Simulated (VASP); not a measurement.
Band structure of GaP (zinc blende). Level of theory: MS2 meta-GGA, VASP's PBE PAW potentials (set 64) (plane waves; VASP).

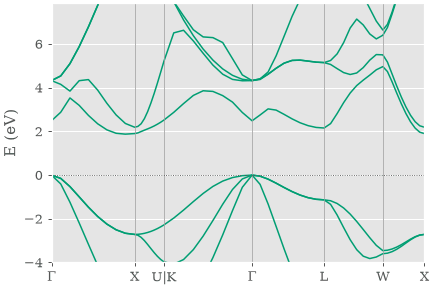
*Bands along high-symmetry lines, zero at the valence-band maximum or, without a gap, the Fermi level*

**Question.** Read the plot: is there a gap, and where are the band edges?

**Answer.** The gap is indirect, 1.87 eV, from the valence maximum at Γ to the conduction minimum at (0.44, 0.44, 0.00).

Measured: gap 2.43 eV (computed value off by -0.56 eV), as given by Wei Chen et al., Physical Review Materials (2018), doi:10.1103/physrevmaterials.2.073803 [zero-point renormalisation of 0.08 eV added back (the table's ZPR column)].

The compound is GaP in the zinc blende structure. It was relaxed first.
